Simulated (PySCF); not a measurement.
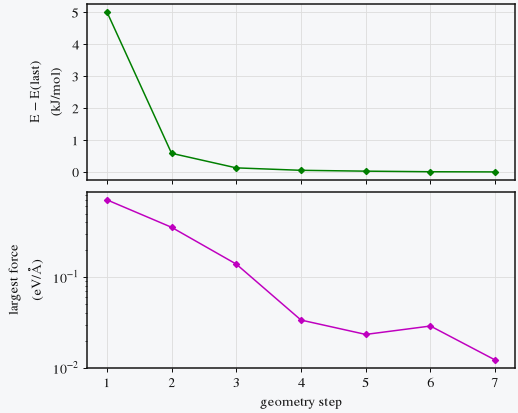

History of a geometry optimisation.

CH$_{8}$N$_{2}$Si (SMILES C[SiH](N)N); PySCF 2.14.0, density fitting, PBE0-D3(BJ)/def2-SVP, geometry optimisation.

> How did the optimisation end?

The optimisation met its thresholds at geometry 7, counting the start as the first. The energy fell by about 5 kJ/mol from the first step to the last. The largest force goes from about 0.71 eV/Å at the start to 0.012 eV/Å at the end.
